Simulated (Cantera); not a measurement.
Feed: 1 mol SiC, a varied amount of Si, 0.099 mol N2, equilibrated at 2875 K and 0.100 bar.

Equilibrium computed with Cantera from the NASA thermochemical tables; the gas is ideal and each condensed phase is pure. Candidate condensed phases: C, Si, SiC, Si3N4; 20 gas species. The tables' values for SiN are old estimates; treat these amounts as uncertain. Equilibrium is a limit: real reactors are often held back by kinetics, nucleation or transport.

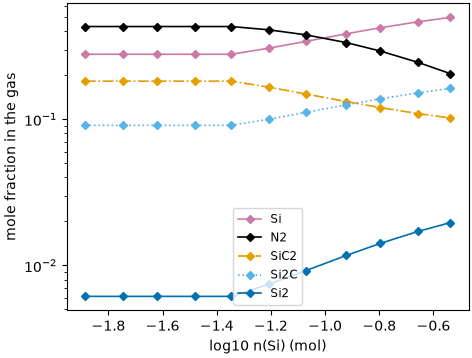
*Equilibrium gas composition (values under 1e-9 drawn at 1e-9)*

### Question
Read off the mole fractions at 0.12 mol Si.

### Answer
Si about 0.38, N2 about 0.33, SiC2 about 0.13, Si2C about 0.13, Si2 about 0.012.
